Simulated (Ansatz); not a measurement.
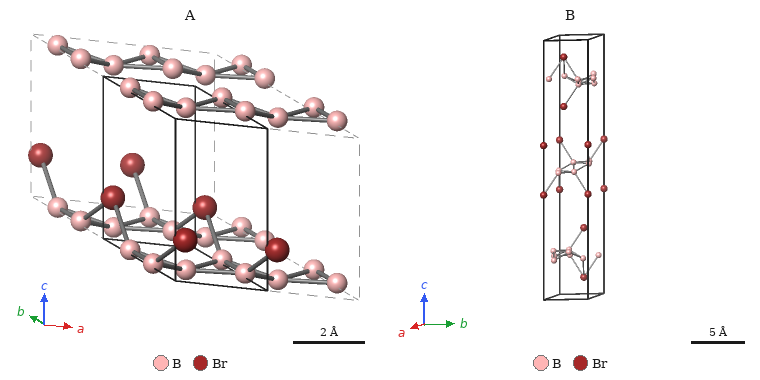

Two structures of B3Br, each relaxed to rest (conventional cells in solid outline, small ones repeated, not to one scale). Method: DFT PBE, scalar-relativistic, plane waves, PAW (Ansatz 0.2.0), without spin polarisation.

> Give the type and space group of each.

A: 4 atoms a cell on a primitive monoclinic lattice, Pm. B: 24 atoms a cell on a rhombohedral (trigonal R) lattice, R-3.

> Which structure wins energetically, and by what margin?

B is lower, by 265 meV/atom at this level of theory (energies at zero smearing). Volumes: A 17.4, B 16.4 Å³/atom.

One or both may be structure types tried for this composition rather than known phases.
